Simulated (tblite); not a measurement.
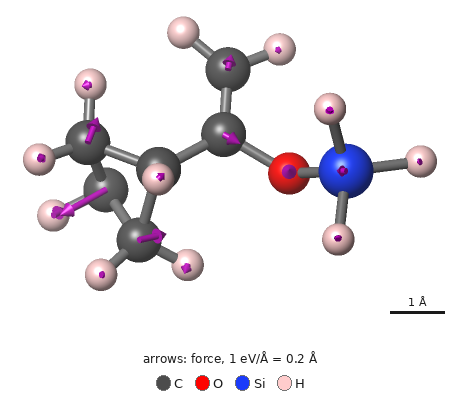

Starting geometry of C₆H₁₁OSi (multiplicity 2) with the computed forces as purple arrows. Style: ball-and-stick. Shown at a tilt.

All numbers below come from GFN2-xTB geometry optimisation, gas phase (tblite). 

> Is this structure relaxed? If not, where do the atoms go?

It isn't relaxed: the largest force vector, on a C atom, is 5.47 eV/Å. The final displacements have little in common with the starting forces (cosine between the two patterns 0.25). The largest move after the best rigid fit is that of the O atom, 1.19 Å. By element the largest moves are O 1.19 Å, H 0.92 Å, C 0.67 Å, Si 0.18 Å. Near-neighbour distances that change, for instance: O–Si 1.716 → 1.623 Å, C–O 1.416 → 1.356 Å, C–C 1.539 → 1.481 Å, C–H 1.128 → 1.071 Å. Among the angles between lasting bonds that change: C–C–H 106.0° → 132.0°, C–C–H 106.5° → 132.0°, C–O–Si 123.4° → 134.5°. Groups turn about C–O by about 95°, O–Si by about 80°. The energy falls by 180.4 kJ/mol in 170 geometry steps.
